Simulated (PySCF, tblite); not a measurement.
**C2H4F3OSi radical: geometry, infrared bands and EPR parameters**

Aim: predict the infrared bands and EPR parameters of C2H4F3OSi radical (`O[SiH2][CH]C(F)(F)F`).

The runs use tblite 0.8.0 and PySCF 2.14.0, with density-fitted response routines of our own; the level of theory stands in each step. All values are computed, except where a source is named. Atoms are numbered from 0 throughout.

## Step 1: The molecule as given

11 atoms, charge 0, multiplicity 2; geometry from: force field or distance geometry start.

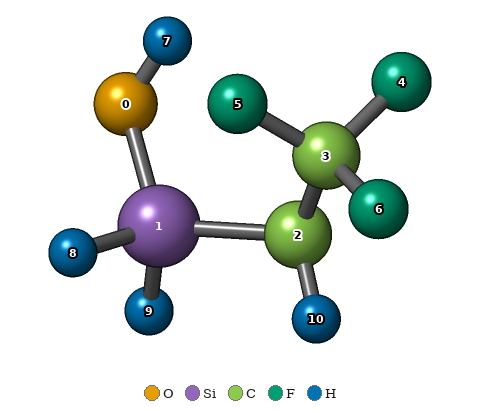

As it starts; oxygen amber, silicon purple, carbon green, fluorine teal, hydrogen blue, atoms numbered.

## Step 2: Optimising the geometry with GFN2-xTB

What the job is given:

```
{"job": {"kind": "relax", "xc": "GFN2-xTB", "basis": "xTB"}, "charge": 0, "multiplicity": 2}
O      1.905600    -0.914000     0.845300
Si     1.285000     0.387300    -0.077100
C     -0.316800     0.069900    -0.886500
C     -1.467300    -0.220500     0.018800
F     -1.800600    -1.558300    -0.168200
F     -1.233700     0.081800     1.338400
F     -2.575100     0.528800    -0.349000
H      1.225200    -1.526300     1.194300
H      1.302400     1.599800     0.769300
H      2.259800     0.653100    -1.145800
H     -0.579000     0.900900    -1.565600
```

Command:

```console
> OMP_NUM_THREADS=1 python probes_run.py task.json out
```

This one command runs all jobs of the session in turn.

**Question.** This job is followed by: GFN2-xTB harmonic vibrations, gas phase; UKS B3LYP, pcH-1 on C F H O Si, non-relativistic, mean-field spin-orbit, GIAO. What will the session give for the following? strongest single infrared mode (GFN2-xTB); zero-point energy (GFN2-xTB); g(iso) (B3LYP); ⟨S²⟩; largest a(iso) (averaged by class); potential on the surface of density 0.002 e/bohr³, 1st and 99th percentile.

The runs gave:

| quantity | value |
| --- | --- |
| strongest single infrared mode (GFN2-xTB) | 787 cm⁻¹, 363 km/mol |
| zero-point energy (GFN2-xTB) | 35.6 kcal/mol |
| g(iso) (B3LYP) | 2.00243 |
| ⟨S²⟩ | 0.753 (exact 0.75) |
| largest a(iso) (averaged by class) | 13C on C2, 82.3 MHz |
| potential on the surface of density 0.002 e/bohr³, 1st and 99th percentile | -1.14 V and 2.19 V |

In words: Relaxing lowered the energy by 0.705 eV in 84 steps; the close pair that moved most is O0–Si1, from 1.712 to 1.611 Å. No mode is imaginary among the 27: a minimum at this level. The strongest single mode, at 787 cm⁻¹, moves mainly H7. Unscaled tight-binding wavenumbers are off by several per cent, some by more. Its intensities can rank the bands wrongly. Most of the unpaired spin sits on C2 (1.00 e). The isotropic g lies 0.1 ppt above the free-electron value. These values are for one conformer; the search (at its own cheap level) found 2 more, at 0.40, 0.45 kcal/mol, and measured spectra average over such forms.
